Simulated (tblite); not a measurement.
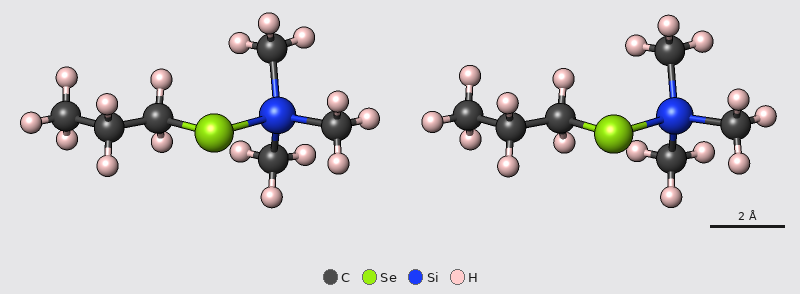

Two geometries of C$_{6}$H$_{16}$SeSi, drawn at one scale. One is the start of a relaxation, the other its converged end. The picture is a ball-and-stick view, seen at a tilt.

The calculation used GFN2-xTB geometry optimisation, gas phase (tblite). 

> Which one is relaxed?

The left one is the relaxed one. After 60 geometry steps the energy has fallen by 6.29 kcal/mol. The atom that moves furthest after the best rigid fit is an H atom (0.23 Å). By element the largest moves are H 0.23 Å, C 0.11 Å, Si 0.10 Å, Se 0.06 Å. Among the contacts that change: C–Si 1.862 → 1.910 Å, Se–Si 2.283 → 2.329 Å, C–H 1.125 → 1.093 Å, C–Se 1.954 → 1.979 Å. Among the angles between lasting bonds that change: Se–Si–C 108.8° → 104.5°, C–Se–Si 94.3° → 97.7°, C–Si–C 108.4° → 111.6°.
